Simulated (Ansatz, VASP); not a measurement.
# CaO (Lime): VASP beside Ansatz, part 2 of 2

Wanted: the spread between two codes on one cell, functional and k mesh. The cell is taken from a series of VASP runs on this material, whose earlier steps may have relaxed, scaled or displaced it; both programs get it as it stands. Valence electrons are named where the data sets of a main pair hold unlike numbers.

VASP 6.6.1 and Ansatz 0.2.0.

So far: The structure; Ansatz: band structure, PBE0; VASP: band structure, PBE0.

## (4) Comparison

Known differences besides the potentials themselves: exact exchange at q = 0 is treated differently, which shows on coarse meshes; VASP keeps PBE cores, Ansatz makes them for the functional; the cutoff is 420 eV in Ansatz and 460 eV in VASP; VASP takes a coarser grid for exact exchange (PRECFOCK = Fast). Total energies have different zeros and are not compared.

Both answers:

```
                     quantity  Ansatz   VASP  difference
gap over the path points (eV)   6.056  6.040      +0.016
```

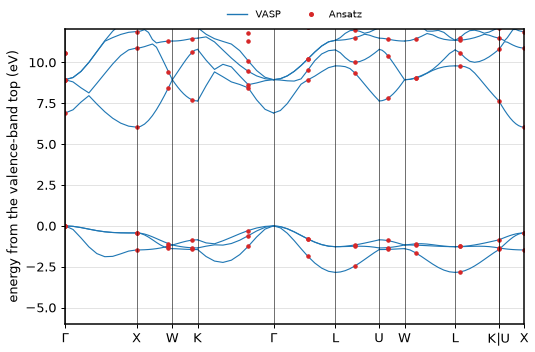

Bands from VASP (lines) and levels from Ansatz (dots). Dots without a line are higher empty bands that the VASP plot leaves out.

Levels at points of the path, from each program's valence-band top (eV; 3 filled, then empty):

```
k (reciprocal lattice)                              Ansatz                                VASP
     0.000 0.000 0.000       0.00 0.00 0.00 6.93 8.95 8.95       0.00 0.00 0.00 6.90 8.95 8.95
     0.500 0.000 0.500  -1.47 -0.43 -0.43 6.06 10.88 11.88  -1.47 -0.43 -0.43 6.04 10.88 11.89
     0.500 0.222 0.722   -1.36 -1.24 -1.08 8.45 9.44 11.30   -1.37 -1.24 -1.08 8.45 9.44 11.30
     0.403 0.347 0.750  -1.44 -1.34 -0.87 7.72 10.61 11.45  -1.45 -1.34 -0.87 7.71 10.62 11.46
     0.125 0.125 0.250    -1.24 -0.59 -0.28 8.46 8.64 9.46    -1.25 -0.60 -0.28 8.45 8.64 9.46
     0.278 0.278 0.278   -1.85 -0.79 -0.79 8.94 9.55 10.22   -1.87 -0.80 -0.80 8.93 9.54 10.22
     0.556 0.389 0.556  -2.44 -1.24 -1.16 9.36 10.01 11.51  -2.45 -1.25 -1.17 9.36 10.01 11.52
     0.583 0.250 0.667  -1.43 -1.33 -0.89 7.81 10.42 11.42  -1.44 -1.33 -0.90 7.80 10.43 11.43
     0.500 0.306 0.694   -1.64 -1.18 -1.09 9.04 9.06 11.44   -1.65 -1.18 -1.10 9.04 9.06 11.45
     0.486 0.486 0.528  -2.80 -1.26 -1.25 9.79 10.59 11.36  -2.82 -1.27 -1.27 9.78 10.59 11.36
```

Among the levels compared at these points, filled levels agree within 18 meV and empty ones within 25 meV.

## (5) Ansatz: band structure, r2SCAN-EpsX with an exact-exchange share of 0.26

The same path points are solved in both programs, so levels can be compared one by one.

The cell is taken from a series of VASP runs on this material, whose earlier steps may have relaxed, scaled or displaced it; both programs get it as it stands.

input.yaml reads:

```yaml
crystal:
  lattice:
    - [0.0, 2.4065, 2.4065]
    - [2.4065, 0.0, 2.4065]
    - [2.4065, 2.4065, 0.0]
  atoms:
    - { symbol: Ca, position: [0.0, 0.0, 0.0] }
    - { symbol: O, position: [0.5, 0.5, 0.5] }
hamiltonian:
  xc: { exchange: r2scan, correlation: r2scan, exx: { coeff: 0.26 } }
  pseudopotentials: { kind: paw }
kpoints:
  mp_grid: { grid: [5, 5, 5] }
  band_path:
    path:
      - [0.0, 0.0, 0.0]
      - [0.5, 0.0, 0.5]
      - [0.5, 0.22222, 0.72222]
      - [0.40278, 0.34722, 0.75]
      - [0.125, 0.125, 0.25]
      - [0.27778, 0.27778, 0.27778]
      - [0.55556, 0.38889, 0.55556]
      - [0.58333, 0.25, 0.66667]
      - [0.5, 0.30556, 0.69444]
      - [0.48611, 0.48611, 0.52778]
      - [0.625, 0.25, 0.625]
      - [0.5, 0.0, 0.5]
    npoints: 1
scf:
  occupations: { method: gaussian, width: 0.03 }
  n_extra_bands: 7
output:
  forces: true
  stress: true
  eigenvalues: true
```

Started as:

```sh
$ ansatz run input.yaml --threads 4 --pin off --max-ram 9216MiB --backend cpu --events-out ev --progress --plain --runs-dir out
```

Numbers of over 12 decimals in the logs are rounded to 6 here.

Output:

```text
[...]
Crystal: 2 atoms, lattice volume = 27.873 Å³
Basis set: ecut = 500 eV, 725 PW (Γ), exchange–correlation on 100×100×100 points (64 copies of the dense FFT grid, shifted against one another)
Bands: 15, of which v1, the nominal top of the filled ones, is band 8 counted from 1 (7 counted from 0)
Symmetry: 48 space group operations
[...]
k-points: 10 of 125
[...]
--- Band table (eV; the first three rows and the last of 10) ---
  k-point 0: bands = [... 4 lower, -11.7976, 5.8932, 5.8932, 5.8932, 13.3668, 15.3687, 15.3687, 15.3687, ... 3 higher]
  k-point 1: bands = [... 4 lower, -11.1730, 4.7231, 5.4110, 5.4110, 14.9111, 15.3183, 16.0916, 16.0916, ... 3 higher]
  k-point 2: bands = [... 4 lower, -10.4552, 3.2924, 4.7424, 4.7424, 15.9067, 17.0372, 17.5286, 17.5286, ... 3 higher]
  k-point 9: bands = [... 4 lower, -10.9572, 4.1598, 4.7746, 4.9248, 14.5934, 16.3692, 17.9013, 18.7756, ... 3 higher]
[key lines of the parts left out:]
Free energy (F): -2393.429409 eV
Fermi energy:    9.252824 eV
P = ⅓ Tr σ = -2.5173 GPa (-25.173 kbar)
```

It took 6.7 s on 4 threads of Intel Xeon Gold 6455B (Sapphire Rapids), shared host; peak memory 0.72 GiB.

## (6) VASP: band structure, r2SCAN-EpsX with an exact-exchange share of 0.26

The same cell, functional, mesh and smearing now go to VASP, with its own data sets.

The run reads the wave functions of an earlier VASP run, which isn't shown here.

INCAR reads:

```
SYSTEM = CaO
PREC = Accurate
ENCUT = 460
EDIFF = 1E-06
NELM = 100
ISMEAR = 0
SIGMA = 0.03
LREAL = .FALSE.
ALGO = Normal
LHFCALC = .TRUE.
AEXX = 0.26
METAGGA = R2SCAN
LASPH = .TRUE.
NBANDS = 14
PRECFOCK = Fast
HFRCUT = -1
LORBIT = 11
LWAVE = .FALSE.
LCHARG = .FALSE.
KPAR = 4
```

POSCAR reads:

```
CaO
1.0
    0.0000000000      2.4065000000      2.4065000000
    2.4065000000      0.0000000000      2.4065000000
    2.4065000000      2.4065000000      0.0000000000
Ca O
1 1
Direct
    0.0000000000      0.0000000000      0.0000000000
    0.5000000000      0.5000000000      0.5000000000
```

KPOINTS reads:

```
Automatic mesh
0
Gamma
5 5 5
0 0 0
```

KPOINTS_OPT reads:

```
Line mode
10
Line-mode
Reciprocal
  0.00000000   0.00000000   0.00000000 GAMMA
  0.50000000   0.00000000   0.50000000 X

  0.50000000   0.00000000   0.50000000 X
  0.50000000   0.25000000   0.75000000 W

  0.50000000   0.25000000   0.75000000 W
  0.37500000   0.37500000   0.75000000 K

  0.37500000   0.37500000   0.75000000 K
  0.00000000   0.00000000   0.00000000 GAMMA

  0.00000000   0.00000000   0.00000000 GAMMA
  0.50000000   0.50000000   0.50000000 L

  0.50000000   0.50000000   0.50000000 L
  0.62500000   0.25000000   0.62500000 U

  0.62500000   0.25000000   0.62500000 U
  0.50000000   0.25000000   0.75000000 W

  0.50000000   0.25000000   0.75000000 W
  0.50000000   0.50000000   0.50000000 L

  0.50000000   0.50000000   0.50000000 L
  0.37500000   0.37500000   0.75000000 K

  0.62500000   0.25000000   0.62500000 U
  0.50000000   0.00000000   0.50000000 X
```

PAW data sets: Ca_sv and O (PBE family, release 64).

Started as:

```sh
$ mpirun -np 4 vasp_std
```

Output:

```text
[banner, memory and clock lines left out]
running    4 mpi-ranks, on    1 nodes
[...]
|                                                                             |
|               ----> ADVICE to this user running VASP <----                  |
|                                                                             |
|     You enforced a specific xc type in the INCAR file but a different       |
|     [... a line on the potential file left out ...]
|     I HOPE YOU KNOW WHAT YOU ARE DOING!                                     |
|                                                                             |

 LDA part: xc-table for (None), standard interpolation
 found WAVECAR, reading the header
 POSCAR, INCAR and KPOINTS ok, starting setup
[...]
HFRCUT set to (new)   9.404513
 reading WAVECAR
 the WAVECAR file was read successfully
 initial charge from wavefunction
 entering main loop
       N       E                     dE             d eps       ncg     rms          rms(c)
[...]
DAV:  10    -0.205161235112E+02    0.71514E-06   -0.16460E-06   268   0.134E-02
   1 F= -.20516124E+02 E0= -.20516124E+02  d E =-.850821E-46
 Start KPOINTS_OPT (optional k-point list driver)
k-point batch [1-10\100]
       N       E                     dE             ncg
DAV:   1    -0.752174530780E+03   -0.40780E+04      280
DAV:   2    -0.222626402880E+04   -0.14741E+04      352
DAV:   3    -0.231634141172E+04   -0.90077E+02      310
DAV:   4    -0.231875631368E+04   -0.24149E+01      412
DAV:   5    -0.231880205377E+04   -0.45740E-01      354
DAV:   6    -0.231880282685E+04   -0.77309E-03      404
DAV:   7    -0.231880284716E+04   -0.20304E-04      288
DAV:   8    -0.231880284767E+04   -0.50920E-06      214
[...]
k-point batch [91-100\100]
       N       E                     dE             ncg
DAV:   1    -0.876909099804E+03   -0.72945E+04      280
DAV:   2    -0.227017194697E+04   -0.13933E+04      322
DAV:   3    -0.234544207811E+04   -0.75270E+02      340
DAV:   4    -0.234783238442E+04   -0.23903E+01      444
DAV:   5    -0.234789449395E+04   -0.62110E-01      402
DAV:   6    -0.234789601114E+04   -0.15172E-02      470
DAV:   7    -0.234789608183E+04   -0.70691E-04      414
DAV:   8    -0.234789608353E+04   -0.17008E-05      364
DAV:   9    -0.234789608366E+04   -0.12670E-06      296
```

OUTCAR, selected parts (step 6):

```text
 POSITION                                       TOTAL-FORCE (eV/Angst)
 -----------------------------------------------------------------------------------
      0.00000      0.00000      0.00000         0.000000     -0.000000     -0.000000
      2.40650      2.40650      2.40650        -0.000000      0.000000      0.000000
 -----------------------------------------------------------------------------------
    total drift:                                0.000000     -0.000000     -0.000000

  FREE ENERGIE OF THE ION-ELECTRON SYSTEM (eV)
  ---------------------------------------------------
  free  energy   TOTEN  =       -20.5161235112 eV

  energy  without entropy=      -20.5161235112  energy(sigma->0) =      -20.51612351

[... 2 parts as in an earlier step ...]

[... 1 further part left out ...]
[key lines of the parts left out:]
E-fermi :   0.8787
```

## (7) Side by side

What differs besides the data sets and the points named for the pairs above, as far as they apply: the cutoff is 500 eV in Ansatz and 460 eV in VASP; in our runs with r2SCAN, forces from VASP's data set Ca_sv part from Ansatz's all-electron ones, so neither program is the reference here. Total energies have different zeros and are not compared.

Compared:

```
                     quantity  Ansatz   VASP  difference
gap over the path points (eV)   6.517  6.505      +0.011
```

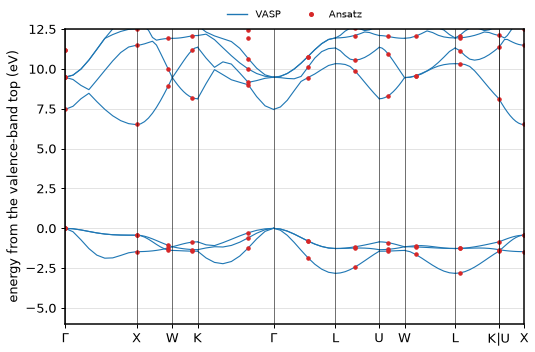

Bands from VASP (lines) and levels from Ansatz (dots). Dots without a line are higher empty bands that the VASP plot leaves out.

Levels at points of the path, from each program's valence-band top (eV; 3 filled, then empty):

```
k (reciprocal lattice)                               Ansatz                                 VASP
     0.000 0.000 0.000        0.00 0.00 0.00 7.47 9.48 9.48        0.00 0.00 0.00 7.46 9.48 9.48
     0.500 0.000 0.500   -1.47 -0.43 -0.43 6.52 11.50 12.54   -1.46 -0.43 -0.43 6.51 11.49 12.53
     0.500 0.222 0.722    -1.35 -1.23 -1.07 8.95 9.97 11.92    -1.36 -1.23 -1.07 8.95 9.97 11.91
     0.403 0.347 0.750   -1.43 -1.33 -0.86 8.21 11.16 12.07   -1.43 -1.33 -0.87 8.20 11.17 12.07
     0.125 0.125 0.250     -1.23 -0.59 -0.28 9.02 9.15 9.99    -1.23 -0.59 -0.28 9.01 9.16 10.00
     0.278 0.278 0.278   -1.83 -0.79 -0.79 9.45 10.11 10.77   -1.84 -0.80 -0.80 9.46 10.11 10.78
     0.556 0.389 0.556   -2.42 -1.23 -1.15 9.88 10.55 12.09   -2.43 -1.24 -1.16 9.88 10.55 12.11
     0.583 0.250 0.667   -1.42 -1.32 -0.89 8.30 10.97 12.04   -1.43 -1.32 -0.90 8.30 10.98 12.04
     0.500 0.306 0.694    -1.64 -1.17 -1.09 9.55 9.58 12.06    -1.64 -1.17 -1.09 9.55 9.58 12.06
     0.486 0.486 0.528  -2.79 -1.25 -1.25 10.32 11.14 11.94  -2.80 -1.26 -1.26 10.32 11.14 11.96
```

Among the levels compared at these points, filled levels agree within 12 meV and empty ones within 19 meV.

## (8) Results

```json
{
 "largest difference of a filled level at the path points (band structure, PBE0)": "18 meV",
 "largest difference of a filled level at the path points (band structure, r2SCAN-EpsX with an exact-exchange share of 0.26)": "12 meV"
}
```

What this shows: The largest difference of a filled level at the path points is 18 meV (band structure, PBE0), within the 80 meV picked in this series as the mark of a large difference. How closely two codes agree says nothing of how well the functional describes the real material.

[Lines on the potential files, build, host, timing and source positions are cut from VASP's logs without a mark.]

[Logs are printed without paths, hosts, clocks, repeated set-up lines and the standing remarks that a program may print on its own settings, such as how far it seeks lower states.]

[Hosts, paths, dates, database ids (printed as entryN), source tags and the programs' standing remarks are cut or masked in the printed files.]
